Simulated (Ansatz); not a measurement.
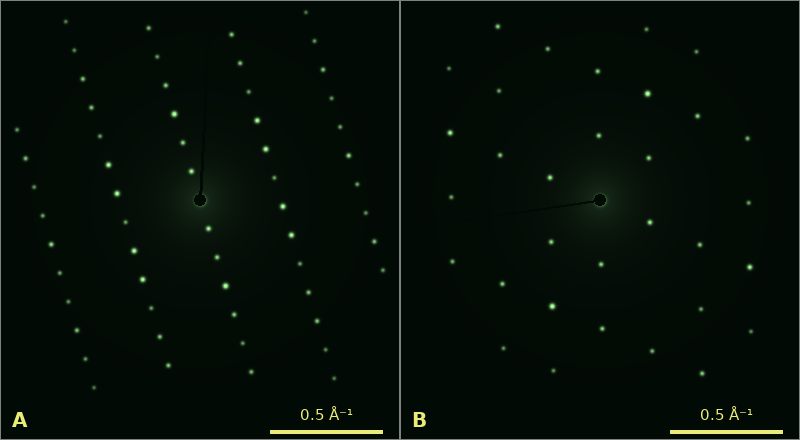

Kinematic electron diffraction patterns (200 kV, B = 0.5 Å², same scale, each along a low-index zone) of two structures of composition LiHgS, each relaxed at zero pressure with DFT PBE, scalar-relativistic, plane waves, PAW (Ansatz).

The structures (standard cells):
1. P6_3/mmc (No. 194), a = 4.688 Å, c = 6.564 Å (hexagonal axes), 6 atoms; generated start, possibly hypothetical
2. P4/nmm (No. 129), a = 4.050 Å, c = 7.432 Å, 6 atoms; generated start, possibly hypothetical

Q: Which pattern belongs to which structure, and along which zone?

A: A is structure 2 along [110] or an equivalent direction: rectangular net of 0 0 1 at d = 7.43 Å and 1 -1 0 at d = 2.86 Å, 90.0° apart. B is structure 1 along [101] or an equivalent direction: centred rectangular net of 0 1 0 at d = 4.06 Å and 1 0 -1 at d = 3.45 Å, 64.8° apart (some points of this net are extinct or too weak to see).

Q: Rank the structures by their computed energy.

A: Structure 2 (P4/nmm, 20.31 Å³ an atom) is the lowest of these; structure 1 (P6_3/mmc, 20.82 Å³ an atom) lies about 61 meV an atom higher. These are static energies at 0 K; other structures, not shown, may lie lower still.
